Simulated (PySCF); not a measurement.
# Tm⁶³⁺, Yb⁶⁴⁺, Lu⁶⁵⁺: ionisation energies with spin-orbit coupling

Aim: the ionisation energy of these ions from differences of total energies, at each level of theory, and how far each lands from the tabulated value where there is one.

Program: PySCF 2.14.0. Level of theory: two-component X2C-1e, generalised determinants. These are calculated values, not measurements, unless marked.

### 1 Starting point

| Property | Result |
| --- | --- |
| Elements | thulium (Z = 69), ytterbium (Z = 70), lutetium (Z = 71) |
| Basis | one for each species, given in its step |
| Hamiltonian | two-component X2C-1e, Gaussian nucleus, no Breit or QED terms; spin-orbit coupling, run by run: off; screened by Boettger's factors |
| Core shells frozen in the correlated runs | none (for Tm⁶³⁺) |
| State 1 | Tm⁶³⁺: [He] 2s2 2p2; 2p1/2 filled at m_j = -1/2, +1/2 |
| State 2 | Yb⁶⁴⁺: [He] 2s2 2p2; 2p1/2 filled at m_j = -1/2, +1/2 |
| State 3 | Lu⁶⁵⁺: [He] 2s2 2p2; 2p1/2 filled at m_j = -1/2, +1/2 |
| Needed too, but not shown | Tm⁶⁴⁺ [He] 2s2 2p1 (2P), Yb⁶⁵⁺ [He] 2s2 2p1 (2P), Lu⁶⁶⁺ [He] 2s2 2p1 (2P) |
| Methods | GHF, GMP2 |

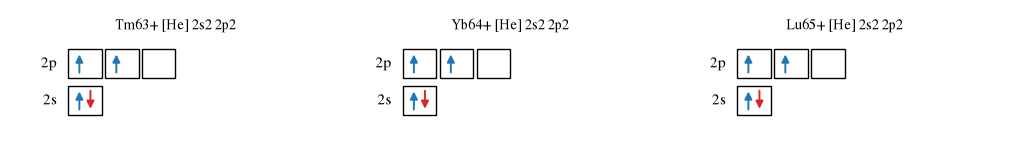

The shells outside the core, filled by Hund's rule for the drawing.

All steps ran in one process of a driver on top of PySCF, which takes the settings above as its task.

It was started by

```bash
$ OMP_NUM_THREADS=1 python sorun2.py TASK.json OUT
```

The integrals over 109 functions and the set-up took 0.52 s of CPU time.

### 2 Tm⁶³⁺, method by method

Basis: an uncontracted even-tempered set (17 s from 47 bohr⁻², ratio 2.4; 13 p from 60 bohr⁻², ratio 2.4; 5 d from 200 bohr⁻², ratio 2.6; 4 f from 300 bohr⁻², ratio 2.6).

GHF (spin-free):

Log:

```text
cycle= 1 E= -7395.3323365192  delta_E= -7.4e+03  |FDS-SDF|= 0.89
cycle= 2 E= -7395.3770495835  delta_E= -0.0447  |FDS-SDF|= 0.0165
cycle= 3 E= -7395.3770700462  delta_E= -2.05e-05  |FDS-SDF|= 0.000216
cycle= 4 E= -7395.3770700494  delta_E= -3.26e-09  |FDS-SDF|= 3.78e-06
```

Time after the integrals: 3.2 s (1 thread of Neoverse-V2, shared host).

Occupied spinors (without spin-orbit coupling the j labels only name the start):

| spinor shell | electrons | mean energy (eV) | weight of the nominal j | rms radius (bohr) |
| --- | --- | --- | --- | --- |
| 1s1/2 | 2 | -66387.9 | 1.000 | 0.0226 |
| 2s1/2 | 2 | -15946.6 | 1.000 | 0.0883 |
| 2p1/2 | 2 | -14978.9 | 0.500 | 0.0788 |

M_J = 0, ⟨J²⟩ = 2.000, ⟨L²⟩ = 2.000, ⟨S²⟩ = 2.000.

GMP2 (spin-free):

This step left no log, only its results.

Time after the integrals: 1.5 s (1 thread of Neoverse-V2, shared host).

With 6 electrons correlated and 30 very high virtual spinors dropped, the MP2 correlation energy is -0.24667 hartree. Largest pairs: 2p1/2-2s1/2 -0.0742, 2s1/2-2s1/2 -0.0647, 1s1/2-1s1/2 -0.0571, 1s1/2-2p1/2 -0.0205, 1s1/2-2s1/2 -0.0197.

At this charge the one-electron X2C treatment keeps the bare 1/r₁₂, with no two-electron picture change or Breit term, which inflates the 1s pair energies well beyond their four-component values.

GHF (screened spin-orbit):

Log:

```text
cycle= 1 E= -7449.4514701039  delta_E= -7.45e+03  |FDS-SDF|= 0.544
cycle= 2 E= -7449.4658854637  delta_E= -0.0144  |FDS-SDF|= 0.00887
cycle= 3 E= -7449.4658908501  delta_E= -5.39e-06  |FDS-SDF|= 0.000101
cycle= 4 E= -7449.4658908505  delta_E= -3.53e-10  |FDS-SDF|= 1.05e-06
```

Time after the integrals: 6.9 s (1 thread of Neoverse-V2, shared host).

Occupied spinors:

| spinor shell | electrons | mean energy (eV) | weight of the nominal j | rms radius (bohr) |
| --- | --- | --- | --- | --- |
| 1s1/2 | 2 | -66332.0 | 1.000 | 0.0226 |
| 2s1/2 | 2 | -15929.4 | 1.000 | 0.0884 |
| 2p1/2 | 2 | -15687.9 | 1.000 | 0.0747 |

M_J = 0, ⟨J²⟩ = 0.000, ⟨L²⟩ = 1.333, ⟨S²⟩ = 1.333.

GMP2 (screened spin-orbit):

This step left no log, only its results.

Time after the integrals: 0.46 s (1 thread of Neoverse-V2, shared host).

With 6 electrons correlated and 30 very high virtual spinors dropped, the MP2 correlation energy is -0.31109 hartree. Largest pairs: 2s1/2-2s1/2 -0.0965, 2p1/2-2s1/2 -0.0594, 1s1/2-1s1/2 -0.0569, 2p1/2-2p1/2 -0.0548, 1s1/2-2p1/2 -0.0230.

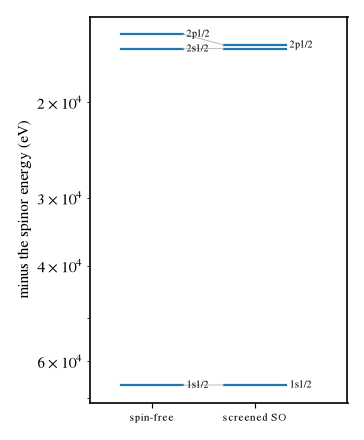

The highest 3 spinor levels of Tm⁶³⁺ on a logarithmic scale, without and with spin-orbit coupling.

### 3 Yb⁶⁴⁺, method by method

Basis: an uncontracted even-tempered set (17 s from 48 bohr⁻², ratio 2.4; 13 p from 62 bohr⁻², ratio 2.4; 5 d from 200 bohr⁻², ratio 2.6; 4 f from 310 bohr⁻², ratio 2.6).

GHF (spin-free):

Log:

```text
cycle= 1 E= -7631.2424564668  delta_E= -7.63e+03  |FDS-SDF|= 0.907
cycle= 2 E= -7631.2873381235  delta_E= -0.0449  |FDS-SDF|= 0.0166
cycle= 3 E= -7631.2873580748  delta_E= -2e-05  |FDS-SDF|= 0.000215
cycle= 4 E= -7631.2873580779  delta_E= -3.09e-09  |FDS-SDF|= 3.73e-06
```

Time after the integrals: 3.1 s (1 thread of Neoverse-V2, shared host).

Occupied spinors (without spin-orbit coupling the j labels only name the start):

| spinor shell | electrons | mean energy (eV) | weight of the nominal j | rms radius (bohr) |
| --- | --- | --- | --- | --- |
| 1s1/2 | 2 | -68521.9 | 1.000 | 0.0222 |
| 2s1/2 | 2 | -16482.8 | 1.000 | 0.0867 |
| 2p1/2 | 2 | -15457.7 | 0.500 | 0.0775 |

M_J = 0, ⟨J²⟩ = 2.000, ⟨L²⟩ = 2.000, ⟨S²⟩ = 2.000.

GMP2 (spin-free):

No log was kept for this step.

It took 1.5 s on 1 thread of Neoverse-V2, shared host, the integrals not counted.

With 6 electrons correlated and 30 very high virtual spinors dropped, the MP2 correlation energy is -0.24760 hartree. Largest pairs: 2p1/2-2s1/2 -0.0746, 2s1/2-2s1/2 -0.0642, 1s1/2-1s1/2 -0.0578, 1s1/2-2p1/2 -0.0206, 1s1/2-2s1/2 -0.0200.

GHF (screened spin-orbit):

Log:

```text
cycle= 1 E= -7689.1481288943  delta_E= -7.69e+03  |FDS-SDF|= 0.555
cycle= 2 E= -7689.1625887066  delta_E= -0.0145  |FDS-SDF|= 0.00899
cycle= 3 E= -7689.1625940109  delta_E= -5.3e-06  |FDS-SDF|= 9.94e-05
cycle= 4 E= -7689.1625940112  delta_E= -3.14e-10  |FDS-SDF|= 1.01e-06
```

Time after the integrals: 6.9 s (1 thread of Neoverse-V2, shared host).

Occupied spinors:

| spinor shell | electrons | mean energy (eV) | weight of the nominal j | rms radius (bohr) |
| --- | --- | --- | --- | --- |
| 1s1/2 | 2 | -68462.8 | 1.000 | 0.0222 |
| 2s1/2 | 2 | -16464.7 | 1.000 | 0.0868 |
| 2p1/2 | 2 | -16217.3 | 1.000 | 0.0733 |

M_J = 0, ⟨J²⟩ = 0.000, ⟨L²⟩ = 1.333, ⟨S²⟩ = 1.333.

GMP2 (screened spin-orbit):

No log was kept for this step.

Time after the integrals: 0.46 s (1 thread of Neoverse-V2, shared host).

With 6 electrons correlated and 30 very high virtual spinors dropped, the MP2 correlation energy is -0.31093 hartree. Largest pairs: 2s1/2-2s1/2 -0.0954, 2p1/2-2s1/2 -0.0597, 1s1/2-1s1/2 -0.0575, 2p1/2-2p1/2 -0.0543, 1s1/2-2p1/2 -0.0232.

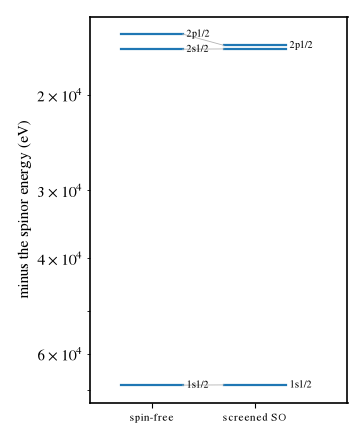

The highest 3 spinor levels of Yb⁶⁴⁺ on a logarithmic scale, without and with spin-orbit coupling.

### 4 Lu⁶⁵⁺

Basis: an even-tempered Gaussian basis (17 s from 49 bohr⁻², ratio 2.4; 13 p from 64 bohr⁻², ratio 2.4; 5 d from 210 bohr⁻², ratio 2.6; 4 f from 310 bohr⁻², ratio 2.6).

GHF (spin-free):

Log:

```text
cycle= 1 E= -7871.7456562845  delta_E= -7.87e+03  |FDS-SDF|= 0.924
cycle= 2 E= -7871.7907043687  delta_E= -0.045  |FDS-SDF|= 0.0167
cycle= 3 E= -7871.7907238261  delta_E= -1.95e-05  |FDS-SDF|= 0.000214
cycle= 4 E= -7871.7907238290  delta_E= -2.92e-09  |FDS-SDF|= 3.68e-06
```

It took 3.1 s on 1 thread of Neoverse-V2, shared host, the integrals not counted.

Occupied spinors (without spin-orbit coupling the j labels only name the start):

| spinor shell | electrons | mean energy (eV) | weight of the nominal j | rms radius (bohr) |
| --- | --- | --- | --- | --- |
| 1s1/2 | 2 | -70698.1 | 1.000 | 0.0218 |
| 2s1/2 | 2 | -17030.4 | 1.000 | 0.0852 |
| 2p1/2 | 2 | -15944.8 | 0.500 | 0.0763 |

M_J = 0, ⟨J²⟩ = 2.000, ⟨L²⟩ = 2.000, ⟨S²⟩ = 2.000.

GMP2 (spin-free):

This step left no log, only its results.

Time after the integrals: 1.5 s (1 thread of Neoverse-V2, shared host).

With 6 electrons correlated and 30 very high virtual spinors dropped, the MP2 correlation energy is -0.24824 hartree. Largest pairs: 2p1/2-2s1/2 -0.0747, 2s1/2-2s1/2 -0.0637, 1s1/2-1s1/2 -0.0584, 1s1/2-2p1/2 -0.0206, 1s1/2-2s1/2 -0.0203.

GHF (screened spin-orbit):

Log:

```text
cycle= 1 E= -7933.6536100658  delta_E= -7.93e+03  |FDS-SDF|= 0.566
cycle= 2 E= -7933.6681174707  delta_E= -0.0145  |FDS-SDF|= 0.00911
cycle= 3 E= -7933.6681226981  delta_E= -5.23e-06  |FDS-SDF|= 9.8e-05
cycle= 4 E= -7933.6681226984  delta_E= -2.98e-10  |FDS-SDF|= 9.67e-07
```

Time after the integrals: 6.9 s (1 thread of Neoverse-V2, shared host).

Occupied spinors:

| spinor shell | electrons | mean energy (eV) | weight of the nominal j | rms radius (bohr) |
| --- | --- | --- | --- | --- |
| 1s1/2 | 2 | -70635.7 | 1.000 | 0.0218 |
| 2s1/2 | 2 | -17011.2 | 1.000 | 0.0853 |
| 2p1/2 | 2 | -16758.0 | 1.000 | 0.0720 |

M_J = 0, ⟨J²⟩ = 0.000, ⟨L²⟩ = 1.333, ⟨S²⟩ = 1.333.

GMP2 (screened spin-orbit):

No log was kept for this step.

It took 0.47 s on 1 thread of Neoverse-V2, shared host, the integrals not counted.

With 6 electrons correlated and 30 very high virtual spinors dropped, the MP2 correlation energy is -0.31067 hartree. Largest pairs: 2s1/2-2s1/2 -0.0944, 2p1/2-2s1/2 -0.0598, 1s1/2-1s1/2 -0.0582, 2p1/2-2p1/2 -0.0538, 1s1/2-2p1/2 -0.0234.

### 5 The energy differences

Ionisation energy: Tm⁶³⁺ [He] 2s2 2p2 [2p1/2^2, M_J = 0] → Tm⁶⁴⁺ [He] 2s2 2p1 [2p1/2^1, M_J = 1/2].

| method | value (eV) | less the reference (eV) |
| --- | --- | --- |
| GHF (spin-free) | 14977.5 | -685.5 |
| GMP2 (spin-free) | 14977.5 | -685.5 |
| GHF (screened spin-orbit) | 15686.2 | +23.2 |
| GMP2 (screened spin-orbit) | 15688.4 | +25.4 |

Reference: 15663 ± 19 eV (theoretical estimate listed by NIST; NIST Atomic Spectra Database, ionization energies). For this ion Breit and QED terms and the two-electron picture change, all absent here, are large against electron correlation. The spin-free rows have the spin-orbit operator switched off.

Ionisation energy: Yb⁶⁴⁺ [He] 2s2 2p2 [2p1/2^2, M_J = 0] → Yb⁶⁵⁺ [He] 2s2 2p1 [2p1/2^1, M_J = 1/2].

| method | value (eV) | less the reference (eV) |
| --- | --- | --- |
| GHF (spin-free) | 15456.3 | -734.7 |
| GMP2 (spin-free) | 15456.3 | -734.7 |
| GHF (screened spin-orbit) | 16215.6 | +24.6 |
| GMP2 (screened spin-orbit) | 16217.8 | +26.8 |

Reference: 16191 ± 24 eV (theoretical estimate listed by NIST; NIST Atomic Spectra Database, ionization energies). For this ion Breit and QED terms and the two-electron picture change, all absent here, are large against electron correlation. The spin-free rows have the spin-orbit operator switched off.

Ionisation energy: Lu⁶⁵⁺ [He] 2s2 2p2 [2p1/2^2, M_J = 0] → Lu⁶⁶⁺ [He] 2s2 2p1 [2p1/2^1, M_J = 1/2].

| method | value (eV) | less the reference (eV) |
| --- | --- | --- |
| GHF (spin-free) | 15943.4 | -786.6 |
| GMP2 (spin-free) | 15943.4 | -786.6 |
| GHF (screened spin-orbit) | 16756.2 | +26.2 |
| GMP2 (screened spin-orbit) | 16758.4 | +28.4 |

Reference: 16730 ± 30 eV (theoretical estimate listed by NIST; NIST Atomic Spectra Database, ionization energies). For this ion Breit and QED terms and the two-electron picture change, all absent here, are large against electron correlation. The spin-free rows have the spin-orbit operator switched off.

The differences also use runs on Tm⁶⁴⁺ [He] 2s2 2p1 (2P), Yb⁶⁵⁺ [He] 2s2 2p1 (2P), Lu⁶⁶⁺ [He] 2s2 2p1 (2P), which are not shown here.

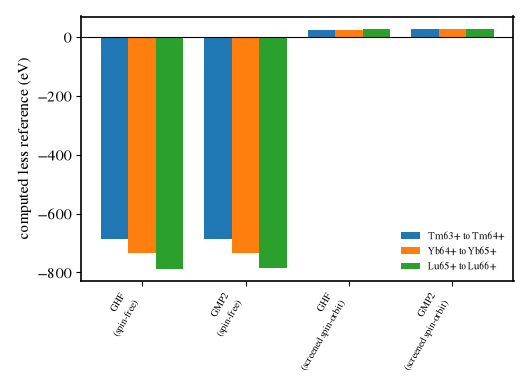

Computed less reference values by method, where the reference is not like for like or is itself uncertain.

### 6 Results

| quantity | value |
| --- | --- |
| ionisation energy, Tm⁶³⁺ | GHF (spin-free) 14977.5, GMP2 (screened spin-orbit) 15688.4 eV; reference 15663 ± 19 |
| ionisation energy, Yb⁶⁴⁺ | GHF (spin-free) 15456.3, GMP2 (screened spin-orbit) 16217.8 eV; reference 16191 ± 24 |
| ionisation energy, Lu⁶⁵⁺ | GHF (spin-free) 15943.4, GMP2 (screened spin-orbit) 16758.4 eV; reference 16730 ± 30 |

In words: For the first difference the methods span 710.88 eV, from GHF (spin-free) (14977.5) to GMP2 (screened spin-orbit) (15688.4). The reference is uncertain or not like for like (spin-orbit coupling or other relativistic terms), so no ranking of close methods is drawn. Spin-orbit coupling moves the first difference by +710.864 eV at GMP2. All values hold for this basis alone; no basis-set limit was taken.
